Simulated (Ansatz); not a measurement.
System: C₂H₃O₂, SMILES [CH2]C(=O)O, doublet.

Hartree-Fock orbital energies near the frontier (alpha spin), HF/def2-TZVPP in the Ansatz code 0.2.0, at a PBE0-D4/def2-TZVP geometry (a minimum by its frequencies), isolated molecule; empty levels in grey, levels within 0.03 eV side by side.

Where do the highest filled and lowest empty alpha orbitals lie?

Answer. HOMO at −11.53 eV, LUMO at 3.91 eV, 15.44 eV apart.

How far below the HOMO does the next level lie?

Answer. 1.44 eV.

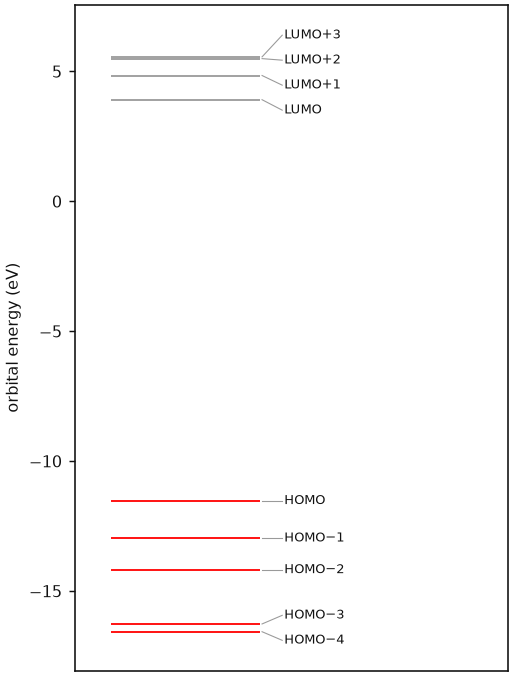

Known limits of this run: empty levels above zero depend strongly on the basis.
